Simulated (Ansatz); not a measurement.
# How fast states decay through CsLiHfO3, part 2 of 3

Aim: relax a made-up compound, CsLiHfO3, and see how good a tunnel barrier it would be. It is built by putting Cs for part of the Li in the Li2HfO3 structure of space group C2/m, with the volume rescaled by atomic radii. The parent structure comes from the Materials Project.

Ansatz 0.2.0; PBEsol DFT, plane waves, PAW files (the session's first sound run).

So far. Step 2 (Cell and atoms at rest): The largest force component on a free atom ends at 7.4e-4 eV/Å.

The structure was built from a prototype and need not be the compound's stable phase.

### Step 3. The bulk crystal and its band edges

The energy window and the wavevectors of the next steps follow from the band edges, so these are searched first, off the mesh as well.

The input, input.yaml:

```yaml
crystal:
  lattice:
    - [6.8683012984, -2.0561464741, 0.792134653]
    - [6.8683012984, 2.0561464741, 0.792134653]
    - [-0.3801784507, 0.0, 3.2464886739]
  atoms:
    - { symbol: Li, position: [0.3972298399, 0.3972298399, 0.4164113489] }
    - { symbol: Cs, position: [0.6956718676, 0.6956718676, 0.9156448376] }
    - { symbol: Hf, position: [-0.01789138, -0.01789138, -0.0828321179] }
    - { symbol: O, position: [0.0786935181, 0.0786935181, 0.4176174928] }
    - { symbol: O, position: [0.464969448, 0.464969448, -0.0831107502] }
    - { symbol: O, position: [0.8813267064, 0.8813267064, 0.4162691888] }
kpoints:
  mp_grid: { grid: [6, 6, 8] }
  band_path: { path: [VBM, CBM], npoints: 30 }
scf:
  occupations: { method: fixed }
hamiltonian:
  xc: pbesol
output:
  eigenvalues: true
  write_potential: true
  write_density: true
  volumetric_format: npy
  elf: true
```

Run with:

```console
$ ansatz run input.yaml --threads 2 --pin off --max-ram 4096MiB --backend cpu --events-out ev --progress --plain --runs-dir out
```

Numbers of over 12 decimals in the logs are rounded to 6 here.

What it wrote:

```text
[...]
Crystal: 6 atoms, lattice volume = 92.934 Å³
Basis set: ecut = 420 eV, 1831 PW (Γ)
Bands: 34, of which v1, the nominal top of the filled ones, is band 28 counted from 1 (27 counted from 0)
Symmetry: 2 space group operations
[...]
k-points: 89 of 288 (time reversal used)
[...]
SCF iter   1: F=—  HF=-23077.447869 eV  |F-HF|=—  |Δ(HF+E_count)|=         —  Δρ=1.39e-2  dr2=1.57e-1  ethr=1.77e-3  ⟨swp⟩=4.5  Hψ=10245  notcnv=0  defer=317
[...]
SCF iter   9: F=-23077.410630 eV  HF=-23077.410630 eV  |F-HF|=1.19e-8  |Δ(HF+E_count)|=   2.72e-7  Δρ=3.90e-6  dr2=2.22e-8  ethr=1.79e-10  ⟨swp⟩=8.8  Hψ=10714  notcnv=0
SCF 1 converged in 9 iterations: F = -23077.410630 eV  dr2 = 2.22e-8
[...]
NSCF: frozen V_eff on 68 k-points
[...]
SCF converged after 9 iterations
Free energy (F): -23077.410630 eV
[...]
Internal energy: -23077.410630 eV  (E = F + TS)
E sigma→0 (E₀):  -23077.410630 eV
Fermi energy:    8.241345 eV
[...]
--- Band table (eV; the first three rows and the last of 89) ---
  k-point 0: bands = [... 24 lower, 7.1535, 7.9049, 7.9927, 8.0403, 11.7918, 12.3266, 13.6939, 13.8869, ... 2 higher]
  k-point 1: bands = [... 24 lower, 7.1513, 7.5811, 7.8956, 7.9249, 12.1192, 12.8451, 13.5624, 14.0329, ... 2 higher]
  k-point 2: bands = [... 24 lower, 7.0881, 7.1257, 7.6711, 7.8645, 12.7189, 13.3378, 13.5620, 13.6721, ... 2 higher]
  k-point 88: bands = [... 24 lower, 7.1083, 7.2425, 7.3810, 7.6362, 12.5682, 13.2446, 13.8655, 14.0052, ... 2 higher]
```

Run time: 44 s. Hardware: 2 threads of Arm Neoverse V1, shared host; peak memory 0.52 GiB; 87 s of CPU time.

This step gave:

```yaml
free_energy: -23077.4106 eV
fermi_energy: 8.241 eV
gap_on_the_k_mesh: 3.550 eV
gap_on_path: 3.550 eV, by band count; negative where bands overlap
direct_gap_on_path: 3.752 eV
edge_places_on_path: 0, 0.7970 1/A along the path
```

Electronic bands along the path, in eV, zero at the Fermi level (highest filled level under fixed occupations); v1 is the highest filled band, c1 the lowest empty one:

```csv
point,v4,v3,v2,v1,c1,c2,c3,c4
VBM,-1.28,-0.54,-0.26,0.00,4.08,5.03,5.61,7.24
CBM,-1.09,-0.34,-0.25,-0.20,3.55,4.09,5.45,5.65
```

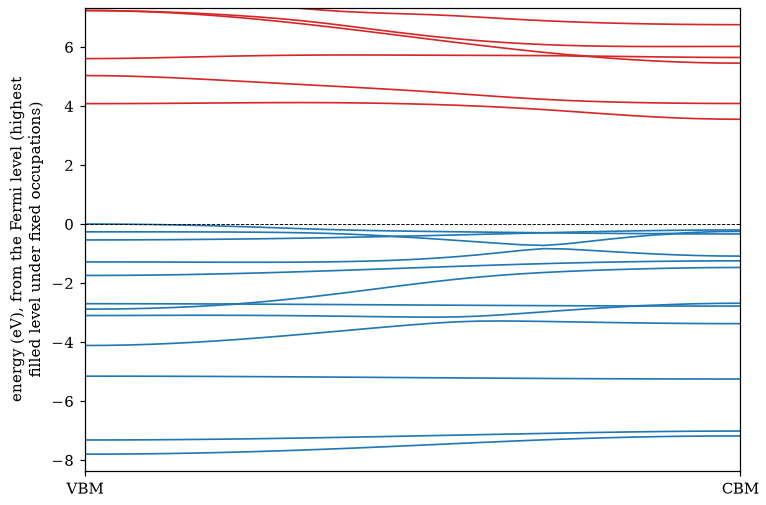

Electronic bands along the path; lines of filled and empty bands in two colours.

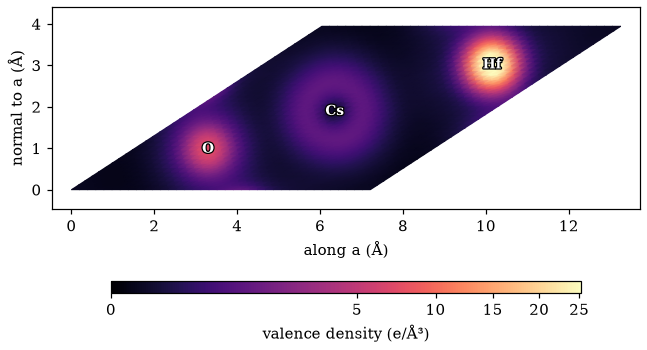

Valence density in the ab plane of the cell as run, not the conventional one, at fractional z = 0.916, with atoms of Cs and Hf and O within 0.2 Å of it. It is the smooth field of the valence electrons, not physical close to the nuclei. The map starts off the cell's origin, so that atoms lie inside it. The colour scale is stretched toward low values.

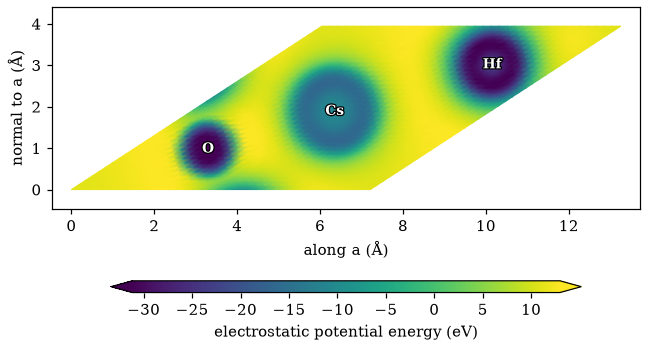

Electrostatic potential energy in the ab plane of the cell as run, not the conventional one, at fractional z = 0.916, with atoms of Cs and Hf and O within 0.2 Å of it. With pseudopotentials it is smooth inside the atoms' cores, unlike the true potential. The map starts off the cell's origin, so that atoms lie inside it.

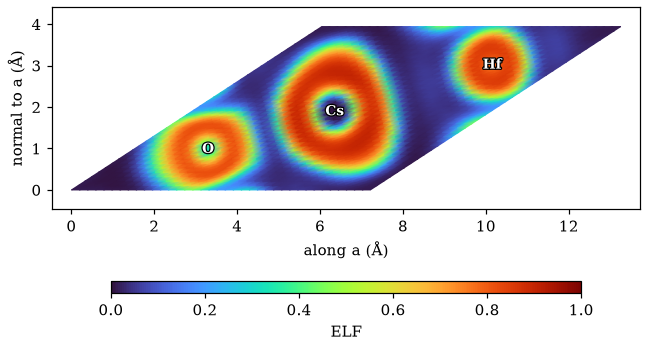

ELF in the ab plane of the cell as run, not the conventional one, at fractional z = 0.916, with atoms of Cs and Hf and O within 0.2 Å of it. It is the smooth field of the valence electrons, not physical close to the nuclei. The map starts off the cell's origin, so that atoms lie inside it.

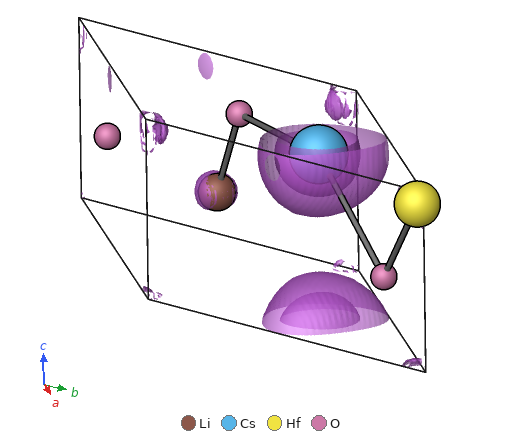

Surface of ELF = 0.85. Drawn on the cell as run, not the conventional one. Bonds to atoms that aren't drawn are left out.

The searched edges give 3.55 eV, as on the mesh.

### Step 4. Complex bands, plane (010), k-mesh 12×12×12

This step: PBEsol DFT, plane waves, PAW files; complex bands by layer matching along the plane's normal (Ansatz 0.2.0).

The same crystal is laid in a cell whose first two vectors span the (010) plane (indices of the standard conventional cell, whose axes can be ordered otherwise than in the bulk input). At fixed energy and wavevector in the plane the solver finds all kz, real and complex. A few wavevectors are listed, (0, 0) and (0, -0.5) in units of the plane's reciprocal vectors; the slowest state needn't be among them.

The input, input.yaml:

```yaml
crystal:
  lattice:
    - [3.268673181, 0.0, 0.0]
    - [3.244489688, 13.827638095, 0.0]
    - [-0.012091746, 6.913819048, 2.056146474]
  atoms:
    - { symbol: Li, position: [0.019181509, 0.3972298399, 0.0] }
    - { symbol: Cs, position: [0.21997297, 0.6956718676, 0.0] }
    - { symbol: Hf, position: [0.9350592621, 0.98210862, 0.0] }
    - { symbol: O, position: [0.3389239747, 0.0786935181, 0.0] }
    - { symbol: O, position: [0.4519198018, 0.464969448, 0.0] }
    - { symbol: O, position: [0.5349424824, 0.8813267064, 0.0] }
kpoints:
  mp_grid: { grid: [12, 12, 12] }
scf:
  occupations: { method: fixed }
hamiltonian:
  xc: pbesol
output:
  eigenvalues: true
  transmission:
    leads: [[0, 0]]
    kpoints: [[0.0, 0.0], [0.0, -0.5]]
    e_range: [-1.0, 4.55]
    de: 0.09
```

What it wrote:

```text
basis.fft_grid_basis auto: the FFT boxes are laid along the combinations [[1, 0, 0], [-1, 1, -2], [0, 0, 1]] of the cell's own vectors, 3.269, 4.112 and 7.213 Å long. The dense box has 24×30×50 points. Along the cell's own vectors, as sized, it would have 24×96×50, 3.20 times as many. basis.fft_grid_basis: typed keeps the cell's own vectors: state it where this run's energies or levels are differenced outside the engine with another run's, or held beside a run that keeps those vectors.
[...]
Crystal: 6 atoms, lattice volume = 92.934 Å³
Basis set: ecut = 420 eV, 1831 PW (Γ), FFT grids on a1, −a1+a2−2a3, a3
Bands: 34, of which v1, the nominal top of the filled ones, is band 28 counted from 1 (27 counted from 0)
Symmetry: 2 space group operations
[...]
k-points: 476 of 1728 (time reversal used)
[...]
SCF iter   1: F=—  HF=-23077.447791 eV  |F-HF|=—  |Δ(HF+E_count)|=         —  Δρ=1.39e-2  dr2=1.57e-1  ethr=1.77e-3  ⟨swp⟩=4.5  Hψ=54878  notcnv=0  defer=1737
[...]
SCF iter   9: F=-23077.410576 eV  HF=-23077.410576 eV  |F-HF|=9.59e-9  |Δ(HF+E_count)|=   2.73e-7  Δρ=4.12e-6  dr2=2.38e-8  ethr=1.79e-10  ⟨swp⟩=9.0  Hψ=57358  notcnv=0
SCF 1 converged in 9 iterations: F = -23077.410576 eV  dr2 = 2.38e-8
[...]
transmission: 3 of 6 steps passed
transmission: 6 of 6 steps passed
SCF converged after 9 iterations
Free energy (F): -23077.410576 eV
[...]
Internal energy: -23077.410576 eV  (E = F + TS)
E sigma→0 (E₀):  -23077.410576 eV
Fermi energy:    8.241335 eV
[...]
--- Band table (eV; the first three rows and the last of 476) ---
  k-point 0: bands = [... 24 lower, 7.1535, 7.9049, 7.9927, 8.0403, 11.7918, 12.3266, 13.6939, 13.8869, ... 2 higher]
  k-point 1: bands = [... 24 lower, 7.3490, 7.5324, 7.9311, 7.9703, 12.1424, 12.4860, 13.9658, 14.1377, ... 2 higher]
  k-point 2: bands = [... 24 lower, 6.8828, 7.7747, 7.9967, 8.0744, 12.3785, 12.7914, 14.0353, 15.0237, ... 2 higher]
  k-point 475: bands = [... 24 lower, 7.1084, 7.2425, 7.3810, 7.6362, 12.5682, 13.2446, 13.8655, 14.0052, ... 2 higher]
--- Transmission ---
  basis      : 401 plane waves across, 3 finite elements along
  points     : 2, as listed
  energies   : 62 from -1.000000 to 4.490000 eV about the Fermi level, 0.090000 eV apart; the leads are filled to 1.775225 eV, and channels, transmission and decay are at 1.790000 eV
  crystal 0  : Cs1Hf1O3Li1, at the sites [0, 0], period 2.0561 Å: whole cells are its period
    offset         : up to 0.0000 Å between an atom of the period and one for which it stands
    channels       : 0.000000e0 a spin
    conductance    : none, the energies end too early or step too widely for 300 K: set another output.transmission.e_range or a lower de, or, where they end at an eighth of basis.ecutwfc, a higher one
    slowest decay  : 0.3123 /Å at (0.0000, 0.0000)
```

Elapsed: 4.4 min, on 2 threads; peak memory 1.5 GiB; 8.8 min of CPU time.

This step gave:

```
level to which the leads are filled                       : 1.775 eV from the Fermi level
decay constant at the filling level, zone centre          : 0.3123 Å⁻¹
decay constant at the filling level, slowest listed point : 0.3123 Å⁻¹
```

K parallel (0, 0); values up to 1.5 1/Å, a degenerate pair printed once or twice; energies at which all values exceed this have no row. The Im kz of the slowest decaying states by energy, zero at the highest filled level on the SCF mesh:

```csv
energy (eV),decay 1 (Å⁻¹),decay 2 (Å⁻¹),decay 3 (Å⁻¹),decay 4 (Å⁻¹)
-1.000,0.301,0.363,0.382,0.459
-0.460,0.267,0.535,0.600,0.838
-0.010,0.0545,0.128,0.134,0.263
0.530,0.226,0.227,0.403,0.406
0.980,0.270,0.273,0.446,0.449
1.520,0.303,0.311,0.435,0.469
1.970,0.315,0.333,0.413,0.473
2.510,0.295,0.346,0.402,0.440
2.960,0.241,0.328,0.406,0.410
3.500,0.0787,0.247,0.406,0.409
4.040,0.180,0.221,0.363,0.377
```

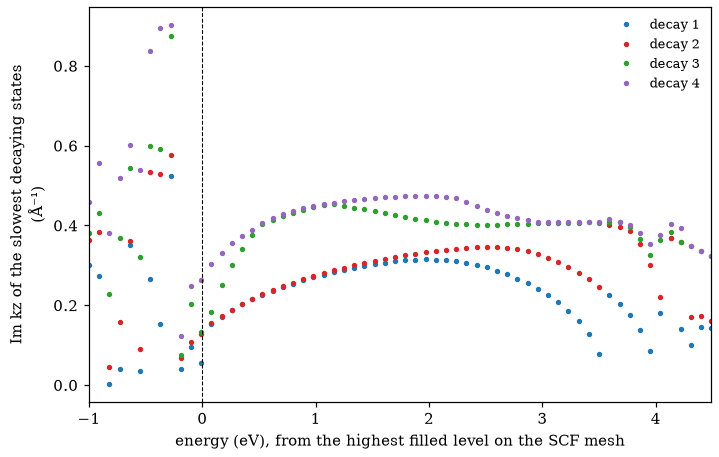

Im kz of the slowest decaying states against energy.

K parallel (0, -0.5); values up to 1.5 1/Å, a degenerate pair printed once or twice; energies at which all values exceed this have no row. Im kz of the slowest decaying states against energy, zero at the highest filled level on the SCF mesh:

```csv
energy (eV),decay 1 (Å⁻¹),decay 2 (Å⁻¹),decay 3 (Å⁻¹),decay 4 (Å⁻¹)
-1.000,0.325,0.400,0.542,0.724
-0.460,0.0152,0.544,0.731,0.919
-0.010,0.131,0.278,0.478,0.693
0.530,0.227,0.406,0.415,0.620
0.980,0.272,0.448,0.561,0.576
1.520,0.308,0.470,0.503,0.723
1.970,0.327,0.461,0.474,0.703
2.510,0.329,0.420,0.467,0.697
2.960,0.294,0.408,0.451,0.665
3.500,0.193,0.408,0.422,0.503
4.040,0.183,0.183,0.368,0.377
```

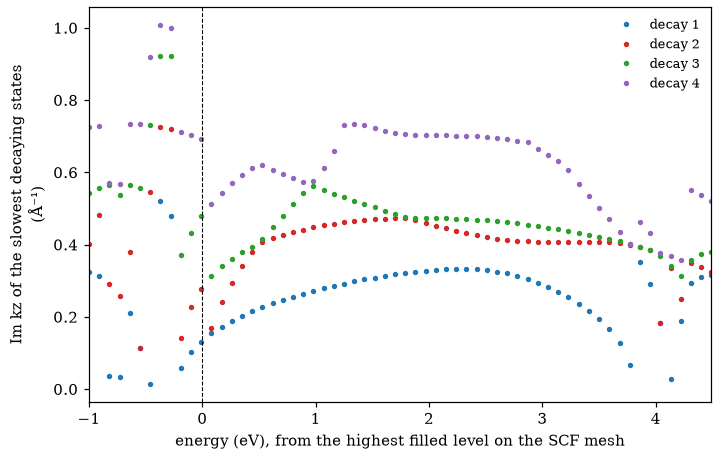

Im kz of the slowest decaying states against energy.

At the listed wavevectors the last open channel is at -0.01 eV and the next at +3.59 eV on the grid. At +1.79 eV, the grid energy nearest the filling level (the middle of the gap on the SCF mesh), the slowest state at the listed wavevectors decays with κ = 0.312 Å⁻¹, its amplitude falling by e over 3.2 Å. Through 1 nm of this crystal that state's transmission falls by exp(−2 × 0.312 Å⁻¹ × 10 Å) = 0.0019.

### Step 5. Decay over the two-dimensional zone

The listed points could miss the slowest state, so one energy near mid-gap is solved on a mesh of 12×8.

input.yaml: that of step 4 with these lines changed.

```diff
@@ -20,6 +20,2 @@
   eigenvalues: true
-  transmission:
-    leads: [[0, 0]]
-    kpoints: [[0.0, 0.0], [0.0, -0.5]]
-    e_range: [-1.0, 4.55]
-    de: 0.09
+  transmission: { leads: [[0, 0]], kmesh: [12, 8], e_range: [1.78, 1.79], de: 0.05 }
```

What it wrote:

```text
[...]
Crystal: 6 atoms, lattice volume = 92.934 Å³
Basis set: ecut = 420 eV, 1831 PW (Γ), FFT grids on a1, −a1+a2−2a3, a3
Bands: 34, of which v1, the nominal top of the filled ones, is band 28 counted from 1 (27 counted from 0)
Symmetry: 2 space group operations
[...]
k-points: 476 of 1728 (time reversal used)
[...]
SCF iter   1: F=—  HF=-23077.447791 eV  |F-HF|=—  |Δ(HF+E_count)|=         —  Δρ=1.39e-2  dr2=1.57e-1  ethr=1.77e-3  ⟨swp⟩=4.5  Hψ=54878  notcnv=0  defer=1737
[...]
SCF iter   9: F=-23077.410576 eV  HF=-23077.410576 eV  |F-HF|=9.59e-9  |Δ(HF+E_count)|=   2.73e-7  Δρ=4.12e-6  dr2=2.38e-8  ethr=1.79e-10  ⟨swp⟩=9.0  Hψ=57358  notcnv=0
SCF 1 converged in 9 iterations: F = -23077.410576 eV  dr2 = 2.38e-8
[...]
transmission: 24 of 150 steps passed
transmission: 36 of 150 steps passed
[...]
transmission: 150 of 150 steps passed
SCF converged after 9 iterations
Free energy (F): -23077.410576 eV
[...]
Internal energy: -23077.410576 eV  (E = F + TS)
E sigma→0 (E₀):  -23077.410576 eV
Fermi energy:    8.241335 eV
[...]
--- Band table (eV; the first three rows and the last of 476) ---
  k-point 0: bands = [... 24 lower, 7.1535, 7.9049, 7.9927, 8.0403, 11.7918, 12.3266, 13.6939, 13.8869, ... 2 higher]
  k-point 1: bands = [... 24 lower, 7.3490, 7.5324, 7.9311, 7.9703, 12.1424, 12.4860, 13.9658, 14.1377, ... 2 higher]
  k-point 2: bands = [... 24 lower, 6.8828, 7.7747, 7.9967, 8.0744, 12.3785, 12.7914, 14.0353, 15.0237, ... 2 higher]
  k-point 475: bands = [... 24 lower, 7.1084, 7.2425, 7.3810, 7.6362, 12.5682, 13.2446, 13.8655, 14.0052, ... 2 higher]
--- Transmission ---
  basis      : 401 plane waves across, 3 finite elements along
  points     : 50, standing for a mesh of 12 x 8
  energies   : 1 from 1.780000 to 1.780000 eV about the Fermi level; the leads are filled to 1.775225 eV, and channels, transmission and decay are at 1.780000 eV
[...]
channels       : 0.000000e0 a spin
    conductance    : none, crystal 0 has no channel at the energies, or these end too early or step too widely for 300 K: set another output.transmission.e_range or a lower de, or, where they end at an eighth of basis.ecutwfc, a higher one
    slowest decay  : 0.3121 /Å at (0.0000, 0.0000)
```

Elapsed: 5.2 min, on 2 threads; peak memory 1.2 GiB.

Numbers from this step:

* least decay constant on the mesh: 0.3121 Å⁻¹

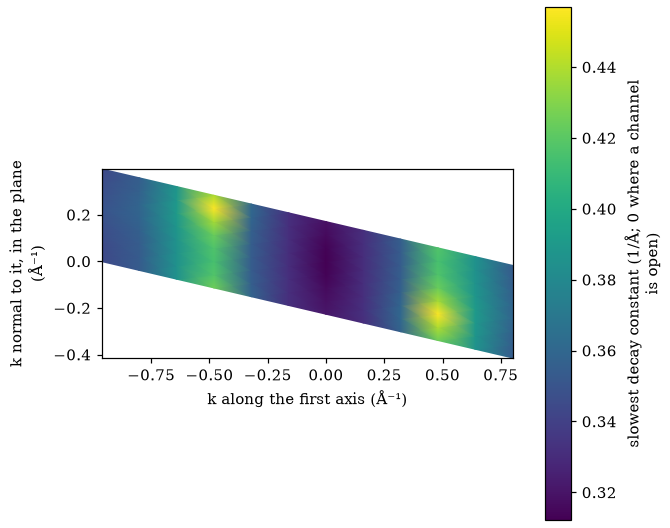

Slowest decay constant (1/Å; 0 where a channel is open) over k1 and k2. At 1.7800 eV from the Fermi level.

The least value on the mesh is 0.312 Å⁻¹ at +1.78 eV. At that energy the listed points give about 0.312 Å⁻¹ by interpolation, so the mesh holds no clearly slower state.

[end of part 2 of 3]

[Logs are printed without paths, hosts, clocks, repeated set-up lines and the standing remarks that a program may print on its own settings, such as how far it seeks lower states.]

[Hosts, paths, dates, database ids (printed as entryN), source tags and the programs' standing remarks are cut or masked in the printed files.]
